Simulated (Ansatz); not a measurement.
# ClFH₆Si₂ (built from SMILES F[SiH2]Cl.[SiH4]): search for a transition state

Wanted: the transition state of a four-centre ligand exchange (form Si1–Si7, F2–H6 and break Si1–F2, H6–Si7). The guess is relaxed with those distances held, a saddle search follows, and vibrations and two downhill relaxations check it.

Method: PBE0-D4, def2-SVP first, then def2-TZVP; program: Ansatz 0.2.0, Gaussian basis.

152 further runs of the same task are left out: 152 set aside as unsound or not needed.

## Step 1: Starting geometry

The guess: 10 atoms, charge 0, spin multiplicity 1.

Atoms are counted from 1 here; the program's logs count them from 0.

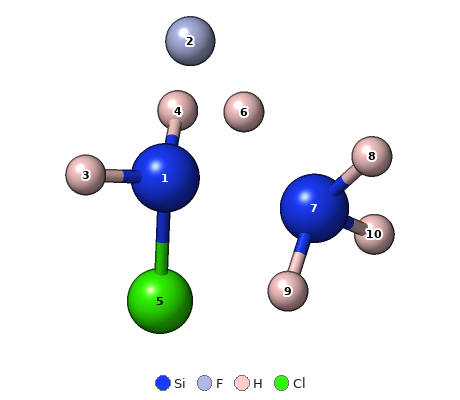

As it starts; silicon blue, fluorine light blue, hydrogen pink, chlorine green; atoms are numbered from 1 in the order of the file.

Coordinates:

```
Si   -0.69880   -0.85940   -0.64830
F     0.34370   -1.76630    1.30040
H     0.18470   -1.85590   -1.21300
H    -1.83380   -1.25220    0.15730
Cl   -1.47080    0.15980   -2.23740
H     0.46080   -0.52560    0.92520
Si    0.60950    1.13760    0.39110
H     1.43950    1.34890    1.58210
H     1.44560    1.50760   -0.74890
H    -0.48030    2.10540    0.49140
```

Distances that are to change: Si1–Si7 2.60 Å, F2–H6 1.30 Å, Si1–F2 2.39 Å, H6–Si7 1.75 Å.

## Step 2: Constrained relaxation of the guess

hold/in.yaml

```yaml
crystal:
  periodic: [false, false, false]
  atoms:
    - {symbol: Si, position_ang: [-0.698800, -0.859400, -0.648300]}
    - {symbol: F, position_ang: [0.343700, -1.766300, 1.300400]}
    - {symbol: H, position_ang: [0.184700, -1.855900, -1.213000]}
    - {symbol: H, position_ang: [-1.833800, -1.252200, 0.157300]}
    - {symbol: Cl, position_ang: [-1.470800, 0.159800, -2.237400]}
    - {symbol: H, position_ang: [0.460800, -0.525600, 0.925200]}
    - {symbol: Si, position_ang: [0.609500, 1.137600, 0.391100]}
    - {symbol: H, position_ang: [1.439500, 1.348900, 1.582100]}
    - {symbol: H, position_ang: [1.445600, 1.507600, -0.748900]}
    - {symbol: H, position_ang: [-0.480300, 2.105400, 0.491400]}
basis:
  gaussian: {orbitals: def2-SVP}
hamiltonian: {xc: pbe0, dispersion: d4}
relax: {f_tol: 0.04, max_steps: 150, escape_saddle: false, constraints: [{distance: [0, 6]}, {distance: [1, 5]}, {distance: [0, 1]}, {distance: [5, 6]}]}
```

Started as:

```bash
ansatz run in.yaml --threads 4 --pin off --events-out ev --progress --plain --max-ram 9574MiB
```

The program printed, shortened:

```text
Functional definition: PBE0
  name "PBE0"
  cite "Adamo & Barone, J. Chem. Phys. 110, 6158 (1999) doi:10.1063/1.478522"
  cite "Perdew, Burke & Ernzerhof, Phys. Rev. Lett. 77, 3865 (1996) doi:10.1103/PhysRevLett.77.3865"
  parent pbe
[...]
989 factors; integrals over basis functions are off by at most 4.2e-4 eV
[...]
mean field -31066.86801193 eV, -1141.6863415589 hartree, gradient 8.7e-5 eV, S^2 0.000000; 0 other end points of the search recorded, 0 dependent functions left out
[...]
reference -31066.86803739 eV, -1141.6863424945 hartree; 30, 30 occupied and 68, 68 virtual orbitals, 989 factors
relax step   1: F+E_penalty+E_count = -31067.05891159 eV  Δ(F+E_penalty+E_count) = +0.000e0 eV  max|allowed force component| = 6.253e-1 eV/Å  Δτ_max = 0.0000 Å  (26 SCF iters, accepted)
[...]
relax step   3: F+E_penalty+E_count = -31067.28851270 eV  Δ(F+E_penalty+E_count) = -1.880e-2 eV  max|allowed force component| = 1.045e-1 eV/Å  Δτ_max = 0.0450 Å  (29 SCF iters, accepted)
[...]
relax step   4: F+E_penalty+E_count = -31067.29101317 eV  Δ(F+E_penalty+E_count) = -2.500e-3 eV  max|allowed force component| = 2.636e-2 eV/Å  Δτ_max = 0.0189 Å  (30 SCF iters, accepted)
  distance Si 0 - Si 6 held at 2.603845 Å   reaction = +5.8847e-1 eV/Å
  distance F 1 - H 5 held at 1.301470 Å   reaction = +2.3826e0 eV/Å
  distance Si 0 - F 1 held at 2.388871 Å   reaction = +6.1576e-1 eV/Å
  distance H 5 - Si 6 held at 1.753171 Å   reaction = -5.6495e-1 eV/Å
989 factors; integrals over basis functions are off by at most 4.7e-4 eV
mean field -31067.09701195 eV, -1141.6947571545 hartree, gradient 1.3e-5 eV, S^2 0.000000; 1 other end points of the search recorded, 0 dependent functions left out
[...]
reference -31067.09703743 eV, -1141.6947580907 hartree; 30, 30 occupied and 68, 68 virtual orbitals, 989 factors
Total energy: -31067.29103865 eV, -1141.7018875040 hartree
Atom 0 at    -0.669864    -0.897062    -0.589464 Å, force     0.566905     0.266599     0.717502 eV/Å
Atom 1 at     0.433469    -1.665136     1.385232 Å, force    -0.339283     2.353454    -1.520281 eV/Å
Atom 2 at     0.200801    -1.909277    -1.219983 Å, force    -0.013297     0.018632     0.004842 eV/Å
Atom 3 at    -1.870042    -1.287354     0.177041 Å, force     0.013865     0.009599    -0.015897 eV/Å
Atom 4 at    -1.358510     0.316778    -2.153431 Å, force     0.016869    -0.010028     0.026355 eV/Å
Atom 5 at     0.404154    -0.487122     0.832742 Å, force    -0.011525    -2.699131     1.165656 eV/Å
Atom 6 at     0.587754     1.185155     0.339395 Å, force    -0.228390     0.064543    -0.373175 eV/Å
Atom 7 at     1.395765     1.157739     1.592904 Å, force     0.004937     0.006039     0.000807 eV/Å
Atom 8 at     1.446651     1.477782    -0.838887 Å, force    -0.015649    -0.001715     0.001604 eV/Å
Atom 9 at    -0.570078     2.108397     0.474351 Å, force     0.005568    -0.007992    -0.007414 eV/Å
Dipole moment:    -0.008053     0.375350    -0.176655 e Å
```

Run time: 6.5 s. Hardware: 4 threads of Arm Neoverse V2, shared host.

Relaxation path:

```
step  energy from step 1 (eV)  largest force component (eV/Å)
   1                   0.0000                          0.6253
   2                  -0.2108                          0.3082
   3                  -0.2296                          0.1045
   4                  -0.2321                          0.0264
```

Close pairs (by a distance rule), those that changed most:

```
   bond  before (Å)  after (Å)  change (Å)
Si1–Cl5       2.040      2.096      +0.056
 Si1–H4       1.446      1.477      +0.030
 Si1–H3       1.447      1.477      +0.030
Si7–H10       1.461      1.487      +0.026
 Si7–H9       1.461      1.487      +0.026
 Si7–H8       1.467      1.492      +0.025
```

## Step 3: A starting Hessian

hessian/in.yaml

```yaml
crystal:
  periodic: [false, false, false]
  atoms:
    - {symbol: Si, position_ang: [-0.669864, -0.897062, -0.589464]}
    - {symbol: F, position_ang: [0.433469, -1.665136, 1.385232]}
    - {symbol: H, position_ang: [0.200801, -1.909277, -1.219983]}
    - {symbol: H, position_ang: [-1.870042, -1.287354, 0.177041]}
    - {symbol: Cl, position_ang: [-1.358510, 0.316778, -2.153431]}
    - {symbol: H, position_ang: [0.404154, -0.487122, 0.832742]}
    - {symbol: Si, position_ang: [0.587754, 1.185155, 0.339395]}
    - {symbol: H, position_ang: [1.395765, 1.157739, 1.592904]}
    - {symbol: H, position_ang: [1.446651, 1.477782, -0.838887]}
    - {symbol: H, position_ang: [-0.570078, 2.108397, 0.474351]}
basis:
  gaussian: {orbitals: def2-SVP}
hamiltonian: {xc: pbe0, dispersion: d4}
phonons: {}
scf: {lower_state_search: off}
```

Started as:

```bash
ansatz run in.yaml --threads 4 --pin off --events-out ev --progress --plain --max-ram 9574MiB
```

The program printed, shortened:

```text
[... 5 set-up lines as earlier in the session ...]
[...]
995 factors; integrals over basis functions are off by at most 2.8e-4 eV
[...]
mean field -31067.09700883 eV, -1141.6947570399 hartree, gradient 2.3e-6 eV, S^2 0.000000; 0 other end points of the search recorded, 0 dependent functions left out
[...]
reference -31067.09703408 eV, -1141.6947579676 hartree; 30, 30 occupied and 68, 68 virtual orbitals, 995 factors
[... from here to the last solve, the lines of the solves are left out (59 solves) ...]
995 factors; integrals over basis functions are off by at most 2.8e-4 eV
mean field -31067.09701529 eV, -1141.6947572772 hartree, gradient 5.0e-6 eV, S^2 0.000000; 0 other end points of the search recorded, 0 dependent functions left out
[...]
WARN: phonons: modes at or below zero, which the zero-point energy, F, S and C_V leave out: 1, the lowest at -1082.21 cm⁻¹. A minimum has none, and a first-order saddle one
[...]
Atom 3 at    -1.870042    -1.287354     0.177041 Å, force     0.013896     0.009654    -0.015848 eV/Å
Atom 4 at    -1.358510     0.316778    -2.153431 Å, force     0.016860    -0.010234     0.026443 eV/Å
Atom 5 at     0.404154    -0.487122     0.832742 Å, force    -0.011495    -2.699115     1.165692 eV/Å
Atom 6 at     0.587754     1.185155     0.339395 Å, force    -0.228470     0.064296    -0.373192 eV/Å
Atom 7 at     1.395765     1.157739     1.592904 Å, force     0.004927     0.006008     0.000811 eV/Å
Atom 8 at     1.446651     1.477782    -0.838887 Å, force    -0.015603    -0.001616     0.001633 eV/Å
Atom 9 at    -0.570078     2.108397     0.474351 Å, force     0.005615    -0.007893    -0.007398 eV/Å
Dipole moment:    -0.008050     0.375344    -0.176649 e Å
Vibrations: -1082.21 127.96 144.54 180.78 255.01 285.13 389.55 398.12 502.87 536.71 550.52 748.97 763.36 863.10 901.16 917.48 927.31 948.05 1486.69 2246.88 2270.87 2285.01 2303.54 2341.68 cm⁻¹, zero-point energy 1.387091 eV
Checks for a lower state left out: stability, starts, cluster_reference, orbital_swaps, neighbouring_geometries, increment
```

Run time: 43 s. Hardware: 4 threads of Arm Neoverse V2, shared host.

The structure is not stationary yet, so these wavenumbers are no spectrum; the search needs only the force constants.

## Step 4: Saddle search in the small basis

A small driver takes partitioned rational-function steps: uphill along one mode, downhill along the rest. It calls the program once a step for energy and forces and updates the Hessian by Bofill's formula. It stops when the largest force is under 0.04 eV/Å and the followed curvature is negative. The first step's input:

presaddle/in.yaml

```yaml
crystal:
  periodic: [false, false, false]
  atoms:
    - {symbol: Si, position_ang: [-0.669864, -0.897062, -0.589464]}
    - {symbol: F, position_ang: [0.433469, -1.665136, 1.385232]}
    - {symbol: H, position_ang: [0.200801, -1.909277, -1.219983]}
    - {symbol: H, position_ang: [-1.870042, -1.287354, 0.177041]}
    - {symbol: Cl, position_ang: [-1.358510, 0.316778, -2.153431]}
    - {symbol: H, position_ang: [0.404154, -0.487122, 0.832742]}
    - {symbol: Si, position_ang: [0.587754, 1.185155, 0.339395]}
    - {symbol: H, position_ang: [1.395765, 1.157739, 1.592904]}
    - {symbol: H, position_ang: [1.446651, 1.477782, -0.838887]}
    - {symbol: H, position_ang: [-0.570078, 2.108397, 0.474351]}
basis:
  gaussian: {orbitals: def2-SVP}
hamiltonian: {xc: pbe0, dispersion: d4}
output: {forces: true}
scf: {lower_state_search: off}
```

Started as:

```bash
ansatz run in.yaml --threads 4 --pin off --events-out ev --progress --plain --max-ram 9574MiB
```

Step by step:

```
step   energy (eV)  largest force (eV/Å)  followed curvature (eV/Å²)
   1  -31067.29102                2.6991                       -8.94
   2  -31067.49579                1.3786                      -10.43
   3  -31067.53569                1.4645                      -11.84
   4  -31067.62128                0.2569                      -12.02
   5  -31067.62692                0.3238                      -12.02
   6  -31067.63905                0.1551                      -12.01
   7  -31067.64071                0.0343                      -11.92
```

The 7 steps took 5.7 s in all (4 threads of Arm Neoverse V2, shared host).

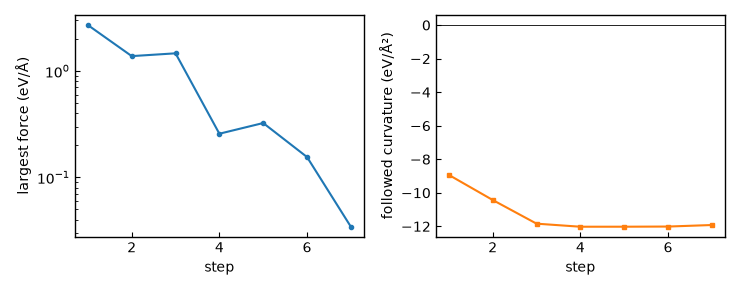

Largest force and followed curvature during the search.

## Step 5: Saddle search in triple zeta

The search itself is an outer loop (partitioned rational-function steps, Bofill update of the Hessian). Each step is one single-point run with forces. It stops when the largest force is under 0.01 eV/Å and the followed curvature is negative. The first step's input:

saddle/in.yaml

```yaml
crystal:
  periodic: [false, false, false]
  atoms:
    - {symbol: Si, position_ang: [-0.594891, -1.001913, -0.436471]}
    - {symbol: F, position_ang: [0.249500, -1.668088, 1.140470]}
    - {symbol: H, position_ang: [0.175279, -1.961592, -1.259012]}
    - {symbol: H, position_ang: [-1.920926, -1.315172, 0.139115]}
    - {symbol: Cl, position_ang: [-1.207107, 0.345175, -1.981061]}
    - {symbol: H, position_ang: [0.436645, -0.477485, 0.879808]}
    - {symbol: Si, position_ang: [0.594216, 1.205940, 0.341053]}
    - {symbol: H, position_ang: [1.455738, 1.335922, 1.563378]}
    - {symbol: H, position_ang: [1.413308, 1.462286, -0.870717]}
    - {symbol: H, position_ang: [-0.601662, 2.074827, 0.483336]}
basis:
  gaussian: {orbitals: def2-TZVP}
hamiltonian: {xc: pbe0, dispersion: d4}
output: {forces: true}
scf: {lower_state_search: off}
```

Started as:

```bash
ansatz run in.yaml --threads 4 --pin off --events-out ev --progress --plain --max-ram 9574MiB
```

The driver's record:

```
step   energy (eV)  largest force (eV/Å)  followed curvature (eV/Å²)
   1  -31081.11867                0.1959                      -11.92
   2  -31081.12181                0.0410                      -11.65
   3  -31081.12195                0.0354                      -11.61
   4  -31081.12222                0.0178                      -11.62
   5  -31081.12225                0.0135                      -11.57
   6  -31081.12221                0.0159                      -11.57
   7  -31081.12228                0.0037                      -11.58
```

The 7 steps took 14 s in all (4 threads of Arm Neoverse V2, shared host).

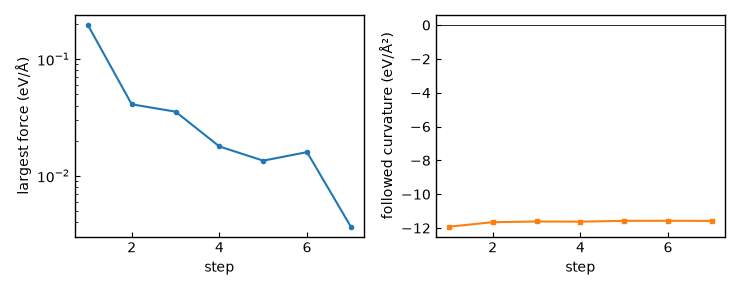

Largest force and followed curvature during the search.

Geometry at the end of the search:

```xyz
10

Si   -0.5942   -0.9842   -0.4410
F     0.2547   -1.6723    1.1460
H     0.1777   -1.9428   -1.2449
H    -1.9042   -1.3058    0.1434
Cl   -1.2205    0.3314   -1.9839
H     0.4334   -0.4967    0.8767
Si    0.5901    1.2024    0.3352
H     1.4395    1.3160    1.5578
H     1.4130    1.4709   -0.8618
H    -0.5894    2.0810    0.4725
```

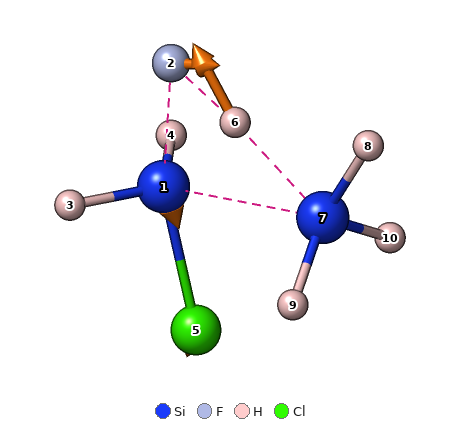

The point found; broken lines mark the pairs that react, arrows the followed mode.

## Step 6: Checking the order of the point

vib/in.yaml

```yaml
crystal:
  periodic: [false, false, false]
  atoms:
    - {symbol: Si, position_ang: [-0.594248, -0.984250, -0.441050]}
    - {symbol: F, position_ang: [0.254665, -1.672289, 1.145956]}
    - {symbol: H, position_ang: [0.177668, -1.942803, -1.244910]}
    - {symbol: H, position_ang: [-1.904175, -1.305765, 0.143383]}
    - {symbol: Cl, position_ang: [-1.220487, 0.331442, -1.983868]}
    - {symbol: H, position_ang: [0.433418, -0.496696, 0.876720]}
    - {symbol: Si, position_ang: [0.590113, 1.202359, 0.335186]}
    - {symbol: H, position_ang: [1.439523, 1.316006, 1.557800]}
    - {symbol: H, position_ang: [1.413004, 1.470855, -0.861799]}
    - {symbol: H, position_ang: [-0.589382, 2.081042, 0.472481]}
basis:
  gaussian: {orbitals: def2-TZVP}
hamiltonian: {xc: pbe0, dispersion: d4}
phonons: {temperatures: {t_min: 298.15, t_max: 900, t_step: 200}}
```

Started as:

```bash
ansatz run in.yaml --threads 4 --pin off --events-out ev --progress --plain --max-ram 9574MiB
```

The program printed, shortened:

```text
[... 5 set-up lines as earlier in the session ...]
[...]
1224 factors; their error is unknown
[...]
mean field -31080.92211764 eV, -1142.2028204175 hartree, gradient 5.5e-5 eV, S^2 0.000000; 0 other end points of the search recorded, 0 dependent functions left out
[...]
reference -31080.92215194 eV, -1142.2028216779 hartree; 30, 30 occupied and 148, 148 virtual orbitals, 1224 factors
[... from here to the last solve, the lines of the solves are left out (59 solves) ...]
1224 factors; their error is unknown
mean field -31080.92210600 eV, -1142.2028199899 hartree, gradient 1.9e-6 eV, S^2 0.000000; 0 other end points of the search recorded, 0 dependent functions left out
[...]
WARN: phonons: modes at or below zero, which the zero-point energy, F, S and C_V leave out: 1, the lowest at -1086.35 cm⁻¹. A minimum has none, and a first-order saddle one
[...]
Atom 2 at     0.177668    -1.942803    -1.244910 Å, force     0.000323    -0.000301    -0.001936 eV/Å
Atom 3 at    -1.904175    -1.305765     0.143383 Å, force    -0.001287    -0.000554     0.000872 eV/Å
Atom 4 at    -1.220487     0.331442    -1.983868 Å, force     0.000629    -0.000986     0.001299 eV/Å
Atom 5 at     0.433418    -0.496696     0.876720 Å, force     0.000136    -0.000945     0.000064 eV/Å
Atom 6 at     0.590113     1.202359     0.335186 Å, force     0.000375     0.000359     0.001083 eV/Å
Atom 7 at     1.439523     1.316006     1.557800 Å, force    -0.000708    -0.000456    -0.000501 eV/Å
Atom 8 at     1.413004     1.470855    -0.861799 Å, force     0.000301    -0.000012    -0.000556 eV/Å
Atom 9 at    -0.589382     2.081042     0.472481 Å, force     0.000105    -0.000134     0.000122 eV/Å
Dipole moment:     0.139535     0.177445     0.128551 e Å
Vibrations: -1086.35 112.10 166.89 228.33 306.13 364.73 379.28 400.99 504.24 520.54 576.58 805.10 844.66 891.98 898.94 914.05 944.01 983.07 1654.45 2195.89 2269.85 2282.09 2290.59 2317.30 cm⁻¹, zero-point energy 1.416631 eV
```

It took 1.7 min on 4 threads of Arm Neoverse V2, shared host.

The modes, with what each moves most:

```
mode  wavenumber (cm⁻¹)                                                            character
   1              1086i                                                changes F2–H6, H6–Si7
   2                112  not assigned (largely outside the bonds, angles and torsions drawn)
   3                167  not assigned (largely outside the bonds, angles and torsions drawn)
   4                228  not assigned (largely outside the bonds, angles and torsions drawn)
   5                306  not assigned (largely outside the bonds, angles and torsions drawn)
   6                365  not assigned (largely outside the bonds, angles and torsions drawn)
   7                379  not assigned (largely outside the bonds, angles and torsions drawn)
   8                401  not assigned (largely outside the bonds, angles and torsions drawn)
   9                504  not assigned (largely outside the bonds, angles and torsions drawn)
  10                521  not assigned (largely outside the bonds, angles and torsions drawn)
  11                577  not assigned (largely outside the bonds, angles and torsions drawn)
  12                805                                                                 bend
  13                845  not assigned (largely outside the bonds, angles and torsions drawn)
  14                892                                                                 bend
  15                899  not assigned (largely outside the bonds, angles and torsions drawn)
  16                914                                                                 bend
  17                944                                                                 bend
  18                983                                                                 bend
  19               1654  not assigned (largely outside the bonds, angles and torsions drawn)
  20               2196                                                         Si–H stretch
  21               2270                                                         Si–H stretch
  22               2282                                                         Si–H stretch
  23               2291                                                         Si–H stretch
  24               2317                                                         Si–H stretch
```

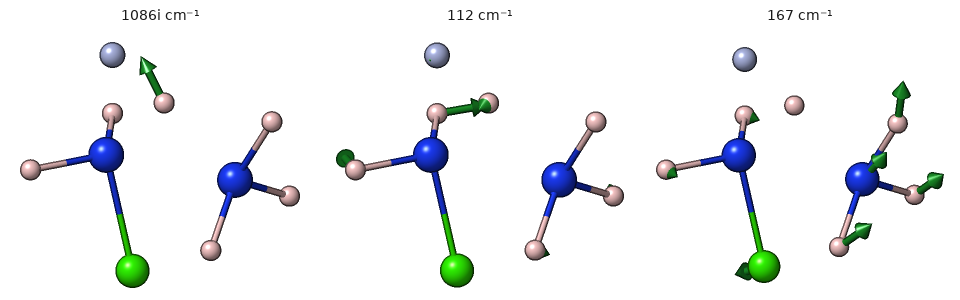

How the atoms move in 3 of the modes.

Vibrational sums (real modes only):

```
T (K)  entropy (J/mol/K)  heat capacity (J/mol/K)
  298               62.1                     79.3
  498              111.7                    113.7
  698              153.8                    135.1
  898              189.7                    149.7
```

[end of part 1 of 2]
